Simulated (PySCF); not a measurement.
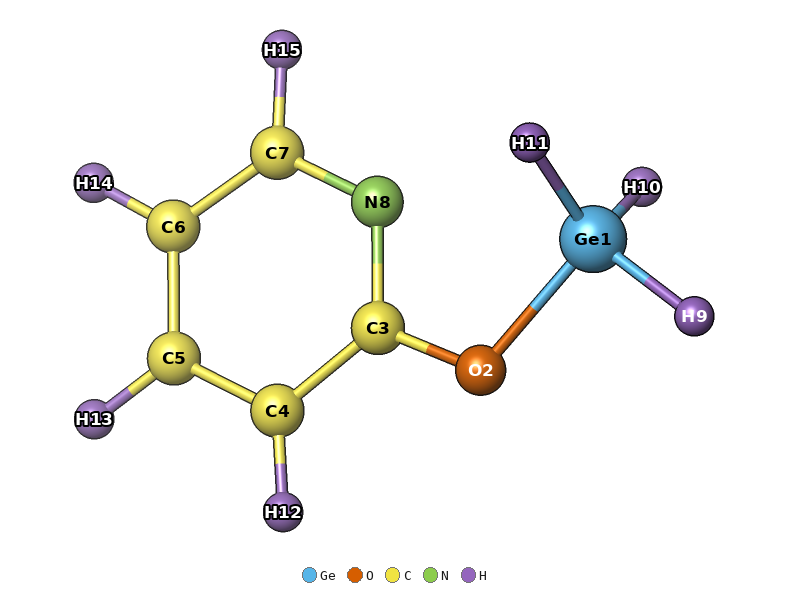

The geometry was computed by an optimisation with GFN2-xTB. No frequency run is at hand to confirm it as a minimum. Electric field gradients from the ground-state density, B3LYP/pcJ-1 (pcSseg-1 on Ge) (PySCF 2.14.0), non-relativistic apart from any core potentials.

Give the largest field-gradient component, the quadrupole coupling constant and the asymmetry for 73Ge at Ge1 (Q = −196 mb), 17O at O2 (Q = −25.6 mb), 14N at N8 (Q = 20.44 mb), 2H at H9 (Q = 2.86 mb), 2H at H10 (Q = 2.86 mb), 2H at H12 (Q = 2.86 mb), 2H at H13 (Q = 2.86 mb).

```tsv
atom	V_zz (a.u.)	e²qQ/h (MHz)	η
Ge1	2.101	−96.8	0.14
O2	1.427	−8.58	0.28
N8	−0.869	−4.17	0.05
H9	0.158	0.106	0.03
H10	0.163	0.110	0.05
H12	0.320	0.215	0.08
H13	0.315	0.211	0.05
```

The geometry is semi-empirical. Around Ge such bond lengths and angles can be off by a tenth of an ångström or more and by several degrees, and values that hang on the shape move with them.
